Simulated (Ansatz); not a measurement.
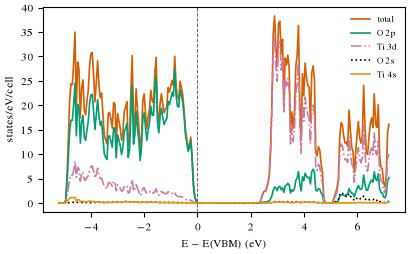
Figure: Total and projected density of states of TiO2 in space group Pbca (No. 61; Ti on 8c, O on 8c, O on 8c), the program Ansatz at the PBEsol level (PAW)

Problem. Which orbitals carry the states next to the gap?

Solution. Top 1 eV of the valence band: O 2p 92 %, Ti 3d 6 %. Bottom 1 eV of the conduction band: Ti 3d 89 %, O 2p 9 %. Projections are on Löwdin-orthogonalised atomic valence shells; empty p or d shells of many metals are not among them.

Problem. Where is the tallest occupied peak in this window, and what makes it?

Solution. Near -4.6 eV, about 35 states/eV per cell; the largest projected share is O 2p.

Symmetry was held in the PBEsol relaxation. The run is not spin-polarised.

Potentials: the earlier of the program's two PAW sets. The files were generated under PBE; for other functionals the program regenerates the frozen cores, and for LDA and PBEsol the local potential too.
